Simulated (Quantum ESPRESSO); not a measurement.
# Collinear magnetic orders of MnS with Quantum ESPRESSO

Aim: find out which collinear order of MnS costs least.

Program: Quantum ESPRESSO 7.5. Level of theory: PBEsol with U = 4 eV on Mn d (ortho-atomic projectors); plane waves with GBRV 1.5 PBEsol potentials, no spin-orbit coupling. Results are calculated unless marked as measured.

The database entry behind the starting cell differs from later determinations by our own check (an axis about 0.2 % short against later determinations), so it need not match the best structure at ambient conditions.

### 1. Starting point

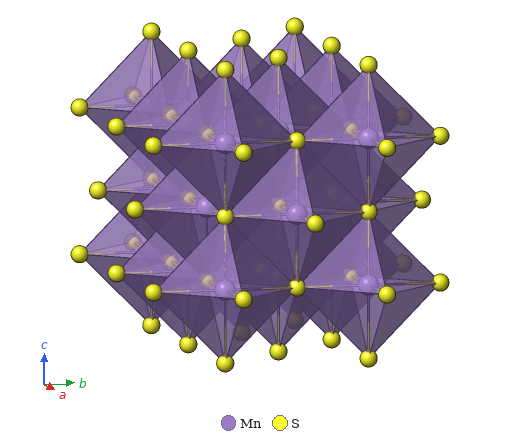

The starting structure, seen slightly off an axis (manganese light purple, sulfur yellow). 2×1×1 cells are drawn. This picture shows the conventional cell, with its axes. Some periodic images of atoms are drawn too.

The cell comes from the Crystallography Open Database.

### 2. Run 1 (ferro +)

The signs are those of the starting moments on the seeded atoms, the atoms that are given a moment.

pw.in

```
&CONTROL
  calculation = 'scf'
  prefix = 'pwscf'
  outdir = './tmp'
  pseudo_dir = './pseudo'
  disk_io = 'nowf'
/
&SYSTEM
  ibrav = 0
  nat = 2
  ntyp = 2
  ecutwfc = 40
  ecutrho = 280
  nbnd = 19
  occupations = 'smearing'
  smearing = 'fd'
  degauss = 0.00367493
  nspin = 2
  starting_magnetization(1) = 0.3
  starting_magnetization(2) = 0
/
&ELECTRONS
  conv_thr = 4d-09
  electron_maxstep = 150
  mixing_beta = 0.3
/
ATOMIC_SPECIES
Mn     54.9380 mn_pbesol_v1.5.uspp.F.UPF
S      32.0600 s_pbesol_v1.4.uspp.F.UPF
CELL_PARAMETERS angstrom
   0.0000000000    2.6045000000    2.6045000000
   2.6045000000    0.0000000000    2.6045000000
   2.6045000000    2.6045000000    0.0000000000
ATOMIC_POSITIONS crystal
Mn      0.0000000000    0.0000000000    0.0000000000
S       0.5000000000    0.5000000000    0.5000000000
K_POINTS automatic
6 6 6 0 0 0
HUBBARD {ortho-atomic}
U Mn-3d 4.0000
```

Run with:

```bash
$ OMP_NUM_THREADS=1 mpirun -n 4 pw.x -nk 4 -in pw.in > pw.out
```

What it wrote:

```text
Program PWSCF v.7.5 starts

     Message from routine setup:
     using ibrav=0 with symmetry is DISCOURAGED, use correct ibrav instead

     K-points division:     npool     =       4
     Subspace diagonalization in iterative solution of the eigenvalue problem:

     G-vector sticks info
     --------------------
     sticks:   dense  smooth     PW     G-vecs:    dense   smooth      PW
     Sum         931     535    163                18883     8099    1459

     Using Slab Decomposition

     bravais-lattice index     =            0
     lattice parameter (alat)  =       6.9605  a.u.
     unit-cell volume          =     238.4513 (a.u.)^3
     number of atoms/cell      =            2
     number of atomic types    =            2
     number of electrons       =        21.00
     number of Kohn-Sham states=           19
     kinetic-energy cutoff     =      40.0000  Ry
     charge density cutoff     =     280.0000  Ry
     scf convergence threshold =      4.0E-09
     mixing beta               =       0.3000
     number of iterations used =            8  plain     mixing
     Exchange-correlation= SLA  PW   PSX  PSC
                           (   1   4  10   8   0   0   0)
     Hubbard projectors: ortho-atomic
     Hubbard parameters of DFT+U (Dudarev formulation) in eV:
     U(Mn-3d) =  4.0000

     Internal variables: lda_plus_u =T, lda_plus_u_kind = 0

     Internal variables: orbital_resolved =F, hub_pot_fix =F, apply_U = F

     celldm(1)=   6.960465  celldm(2)=   0.000000  celldm(3)=   0.000000
     celldm(4)=   0.000000  celldm(5)=   0.000000  celldm(6)=   0.000000

     crystal axes: (cart. coord. in units of alat)
               a(1) = (   0.000000   0.707107   0.707107 )
               a(2) = (   0.707107   0.000000   0.707107 )
               a(3) = (   0.707107   0.707107   0.000000 )

     reciprocal axes: (cart. coord. in units 2 pi/alat)
               b(1) = ( -0.707107  0.707107  0.707107 )
               b(2) = (  0.707107 -0.707107  0.707107 )
               b(3) = (  0.707107  0.707107 -0.707107 )

     PseudoPot. # 1 for Mn read from file:
     mn_pbesol_v1.5.uspp.F.UPF
     Pseudo is Ultrasoft + core correction, Zval = 15.0
     Generated by new atomic code, or converted to UPF format
     Using radial grid of  859 points,  6 beta functions with:
                l(1) =   0
                l(2) =   0
                l(3) =   1
                l(4) =   1
                l(5) =   2
                l(6) =   2
     Q(r) pseudized with  8 coefficients,  rinner =    0.950   0.950   0.950
                                                       0.950   0.950

     PseudoPot. # 2 for S  read from file:
     s_pbesol_v1.4.uspp.F.UPF
     Pseudo is Ultrasoft + core correction, Zval =  6.0
     Generated by new atomic code, or converted to UPF format
     Using radial grid of  907 points,  6 beta functions with:
                l(1) =   0
                l(2) =   0
                l(3) =   1
                l(4) =   1
                l(5) =   2
                l(6) =   2
     Q(r) pseudized with  8 coefficients,  rinner =    1.300   1.300   1.300
                                                       1.300   1.300

     atomic species   valence    mass     pseudopotential
     Mn               15.00    54.93800     Mn( 1.00)
     S                 6.00    32.06000     S ( 1.00)

     Starting magnetic structure
     atomic species   magnetization
     Mn              0.300
     S               0.000

     48 Sym. Ops., with inversion, found

   Cartesian axes

     site n.     atom                  positions (alat units)
         1        Mn     tau(   1) = (   0.0000000   0.0000000   0.0000000  )
         2        S      tau(   2) = (   0.7071068   0.7071068   0.7071068  )

     number of k points=    16  Fermi-Dirac smearing, width (Ry)=  0.0037
                       cart. coord. in units 2pi/alat
        k(    1) = (   0.0000000   0.0000000   0.0000000), wk =   0.0046296
        k(    2) = (   0.1178511   0.1178511  -0.1178511), wk =   0.0370370
        k(    3) = (   0.2357023   0.2357023  -0.2357023), wk =   0.0370370
        k(    4) = (  -0.3535534  -0.3535534   0.3535534), wk =   0.0185185
        k(    5) = (   0.2357023   0.0000000  -0.0000000), wk =   0.0277778
        [... 11 further k-points ...]

     Dense  grid:    18883 G-vectors     FFT dimensions: (  40,  40,  40)

     Smooth grid:     8099 G-vectors     FFT dimensions: (  30,  30,  30)

     Check: negative core charge=   -0.000037
     Generating pointlists ...
     new r_m :   0.2917 (alat units)  2.0302 (a.u.) for type    1
     new r_m :   0.2917 (alat units)  2.0302 (a.u.) for type    2

     Initial potential from superposition of free atoms

     starting charge      20.4999, renormalised to      21.0000

     STARTING HUBBARD OCCUPATIONS:

     =================== HUBBARD OCCUPATIONS ===================
     ------------------------ ATOM    1 ------------------------
     Tr[ns(  1)] (up, down, total) =   5.00000  0.00000  5.00000
     Atomic magnetic moment for atom   1 =   5.00000
     [... lines left out ...]
     Number of occupied Hubbard levels =    5.0000

     Atomic wfc used for Hubbard projectors are orthogonalized

     Starting wfcs are   17 randomized atomic wfcs +    2 random wfcs

     Self-consistent Calculation

     iteration #  1     ecut=    40.00 Ry     beta= 0.30
     Davidson diagonalization with overlap
     ethr =  1.00E-02,  avg # of iterations =  6.0

     =================== HUBBARD OCCUPATIONS ===================
     ------------------------ ATOM    1 ------------------------
     Tr[ns(  1)] (up, down, total) =   4.85825  0.14115  4.99940
     Atomic magnetic moment for atom   1 =   4.71711
     [... lines left out ...]
     Number of occupied Hubbard levels =    4.9994

     total energy              =    -235.00433218 Ry
     estimated scf accuracy    <       0.48411212 Ry

     total magnetization       =     5.00 Bohr mag/cell
     absolute magnetization    =     5.00 Bohr mag/cell

     iteration #  2     ecut=    40.00 Ry     beta= 0.30
     Davidson diagonalization with overlap
     ethr =  2.31E-03,  avg # of iterations =  1.6

     total energy              =    -235.08721689 Ry
     estimated scf accuracy    <       0.02232864 Ry

     total magnetization       =     5.00 Bohr mag/cell
     absolute magnetization    =     5.00 Bohr mag/cell

     iteration #  3     ecut=    40.00 Ry     beta= 0.30
     Davidson diagonalization with overlap
     ethr =  1.06E-04,  avg # of iterations =  4.2

     negative rho (up, down):  0.000E+00 4.044E-04

     total energy              =    -235.09454347 Ry
     estimated scf accuracy    <       0.00889628 Ry

     total magnetization       =     5.00 Bohr mag/cell
     absolute magnetization    =     5.00 Bohr mag/cell

     [... further iterations left out ...]

     iteration #  7     ecut=    40.00 Ry     beta= 0.30
     Davidson diagonalization with overlap
     ethr =  2.37E-07,  avg # of iterations =  1.2

     negative rho (up, down):  0.000E+00 4.419E-04

     total energy              =    -235.09525479 Ry
     estimated scf accuracy    <       0.00001337 Ry

     total magnetization       =     5.00 Bohr mag/cell
     absolute magnetization    =     5.00 Bohr mag/cell

     iteration #  8     ecut=    40.00 Ry     beta= 0.30
     Davidson diagonalization with overlap
     ethr =  6.37E-08,  avg # of iterations =  2.0

     negative rho (up, down):  0.000E+00 4.417E-04

     total energy              =    -235.09525916 Ry
     estimated scf accuracy    <       0.00000089 Ry

     total magnetization       =     5.00 Bohr mag/cell
     absolute magnetization    =     5.00 Bohr mag/cell

     iteration #  9     ecut=    40.00 Ry     beta= 0.30
     Davidson diagonalization with overlap
     ethr =  4.22E-09,  avg # of iterations =  2.8

     negative rho (up, down):  0.000E+00 4.413E-04

     total energy              =    -235.09525933 Ry
     estimated scf accuracy    <       0.00000009 Ry

     total magnetization       =     5.00 Bohr mag/cell
     absolute magnetization    =     5.00 Bohr mag/cell

     iteration # 10     ecut=    40.00 Ry     beta= 0.30
     Davidson diagonalization with overlap
     ethr =  4.30E-10,  avg # of iterations =  3.0

     negative rho (up, down):  0.000E+00 4.412E-04

     Magnetic moment per site  (integrated on atomic sphere of radius R)
     atom   1 (R=0.292)  charge= 13.1425  magn=  4.4982
     atom   2 (R=0.292)  charge=  4.6976  magn=  0.1143

     End of self-consistent calculation

     =================== HUBBARD OCCUPATIONS ===================
     ------------------------ ATOM    1 ------------------------
     Tr[ns(  1)] (up, down, total) =   4.97072  0.26472  5.23544
     Atomic magnetic moment for atom   1 =   4.70600
     [... lines left out ...]
     Number of occupied Hubbard levels =    5.2354

     [... lines left out ...]
     the Fermi energy is    10.4641 ev

!    total energy              =    -235.09525938 Ry
     estimated scf accuracy    <          1.6E-09 Ry
     smearing contrib. (-TS)   =      -0.00000078 Ry
     internal energy E=F+TS    =    -235.09525861 Ry

     The total energy is F=E-TS. E is the sum of the following terms:
     one-electron contribution =    -132.50439673 Ry
     hartree contribution      =      73.75149382 Ry
     xc contribution           =     -34.88910912 Ry
     ewald contribution        =    -141.49328211 Ry
     Hubbard energy            =       0.04003553 Ry

     total magnetization       =     5.00 Bohr mag/cell
     absolute magnetization    =     5.00 Bohr mag/cell

     convergence has been achieved in  10 iterations

=------------------------------------------------------------------------------=
   JOB DONE.
=------------------------------------------------------------------------------=
```

Wall time 4.5 s (4 MPI ranks of Arm Neoverse V2, shared host); peak memory 0.29 GiB; 18 s of CPU time.

Spin moment in the atom's sphere by atom:

| atom | spin moment in the atom's sphere (μB) |
| --- | --- |
| Mn1 | 4.50 |
| S2 | 0.11 |

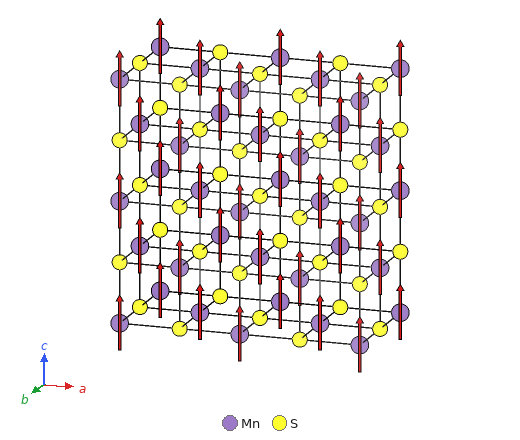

Spin moment in the atom's sphere as arrows, the longest 4.50 μB. Up and down stand for the sign. Arrows give size and sign along the axis of quantisation, drawn up and down the page. 2×1×2 conventional cells are drawn. Some periodic images of atoms are drawn too.

Read from the output:

| Property | Result |
| --- | --- |
| smearing term TS | 1.06e-5 eV |
| magnetization | 5 μB |
| absolute magnetization | 5 μB |
| final state | ferromagnetic |

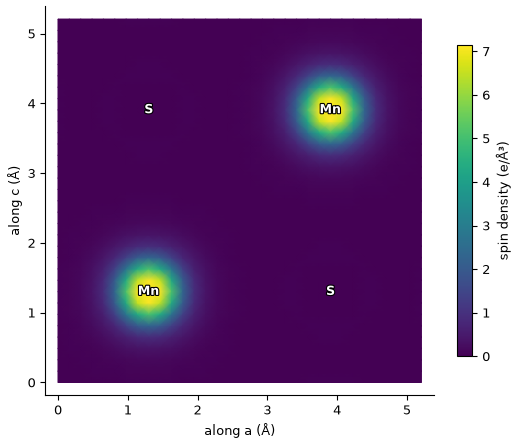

Spin density in the ac plane of the conventional cell at fractional y = 0.000, with atoms of Mn and S within 0.2 Å of it. The map starts off the cell's origin, so that atoms lie inside it.

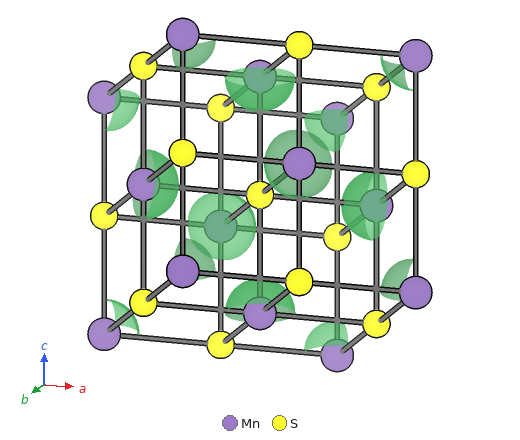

Surface of spin density = 0.56 e/Å³, which holds about 70 % of the integral of its size.

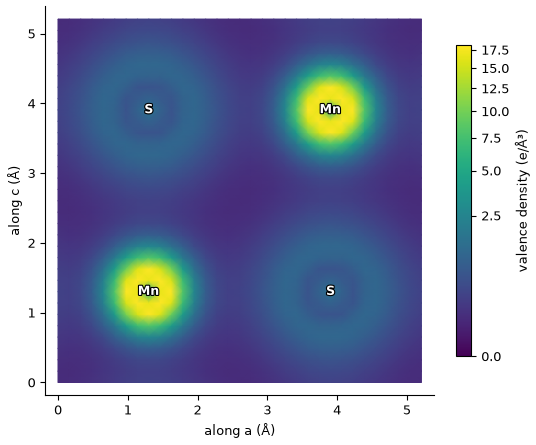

Valence density in the ac plane of the conventional cell at fractional y = 0.000, with atoms of Mn and S within 0.2 Å of it. It is the smooth field of the valence electrons, not physical close to the nuclei. The map starts off the cell's origin, so that atoms lie inside it. The colour scale is stretched toward low values.

[end of part 1 of 3]

[Logs and program files are shortened in this print: banners, set-up blocks, solver, clock and traceback lines can be left out without a mark of their own.]

[Logs are printed without paths, hosts, clocks, repeated set-up lines and the standing remarks that a program may print on its own settings, such as how far it seeks lower states.]

[Hosts, paths, dates, database ids (printed as entryN), source tags and the programs' standing remarks are cut or masked in the printed files.]

[Where a cell is said to come from a database of computed structures, the database is the Materials Project.]
